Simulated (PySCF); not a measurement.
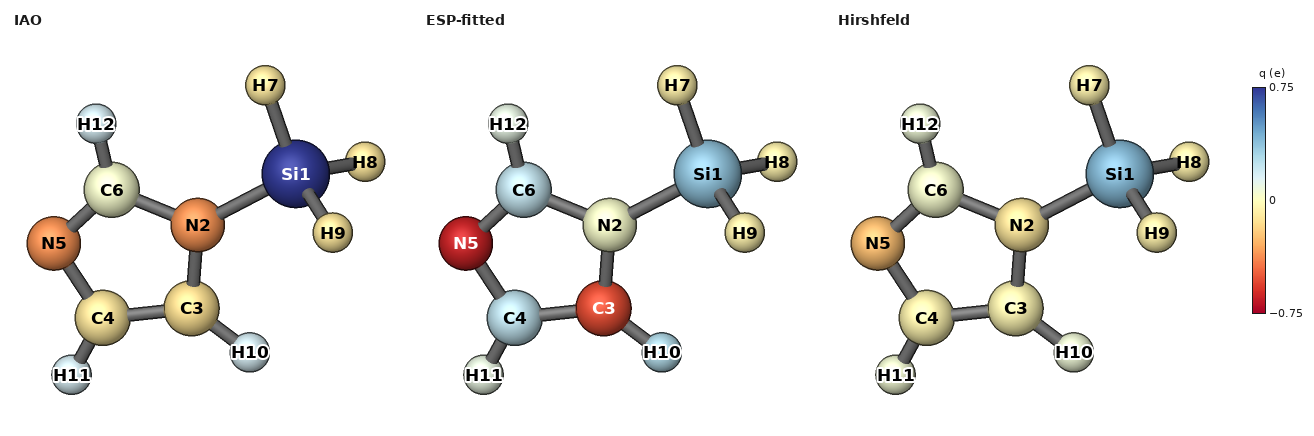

Atomic charges of one calculation by 3 schemes, on one colour scale. The computed structure is the end point of a PBE0-D3(BJ)/def2-SVP optimisation. No frequency run is at hand to confirm it as a minimum. Method: PBE0/pcSseg-1 in chloroform (IEF-PCM) (PySCF 2.14.0).

> On which atom do the schemes disagree most?

On C3 (from −0.53 to −0.04 e).

List the charges (e), one line for each set of equivalent atoms.

```tsv
atom	IAO	ESP-fitted	Hirshfeld
Si1	0.73	0.37	0.39
N2	−0.35	0.03	−0.11
C3	−0.14	−0.53	−0.04
C4	−0.11	0.24	−0.05
N5	−0.36	−0.64	−0.24
C6	0.04	0.23	0.04
H7	−0.10	−0.07	−0.06
H8, H9	−0.11	−0.05	−0.06
H10	0.17	0.27	0.07
H11	0.16	0.10	0.06
H12	0.17	0.10	0.07
```
